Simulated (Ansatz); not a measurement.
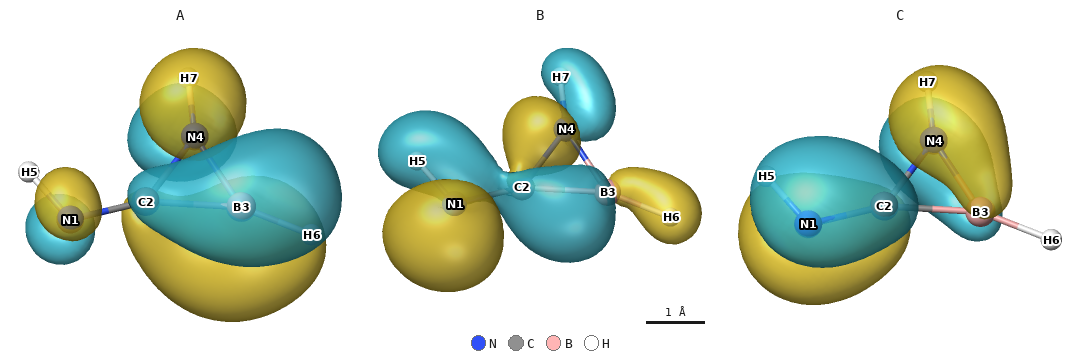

Figure 1: CH3BN2 (SMILES N=C1BN1). Three frontier orbitals at ±0.1 Å⁻³ᐟ² (yellow and cyan are the two phases), in no order.

Geometry: PBE0-D4/def2-TZVP.

Theory: Ansatz, RKS PBE0-D4/def2-TZVPP.

```csv
atom,x (Å),y (Å),z (Å)
N,-1.3879,0.6209,-0.8624
C,-0.4939,0.2178,-0.0781
B,0.2654,-0.1231,1.1837
N,0.7868,-0.3624,-0.0732
H,-1.1249,0.4994,-1.8405
H,0.5147,-0.2331,2.3343
H,1.5010,-0.6875,-0.7094
```

**Which picture is the HOMO−1, the HOMO and the LUMO?**

C is the HOMO−1 (−7.76 eV). It lies mainly on N1 (about 50 %), N4 (about 25 %) and C2 (about 20 %); it changes sign across the molecular plane (π type); π-bonding across N1–C2; π-antibonding (a node) across C2–N4. B is the HOMO (−7.15 eV). It lies mainly on N1 (about 50 %), C2 (about 15 %), N4 (about 10 %), B3 (about 10 %) and H5 (about 5 %); it is symmetric in the molecular plane (an in-plane orbital: σ, lone-pair or in-plane π type). A is the LUMO (−0.80 eV). It lies mainly on B3 (about 50 %), N4 (about 20 %), C2 (about 10 %) and H6 (about 5 %); it changes sign across the molecular plane (π type); π-antibonding (a node) across C2–N4 and B3–N4.

**What is the HOMO–LUMO gap?**

6.35 eV between the orbital energies.
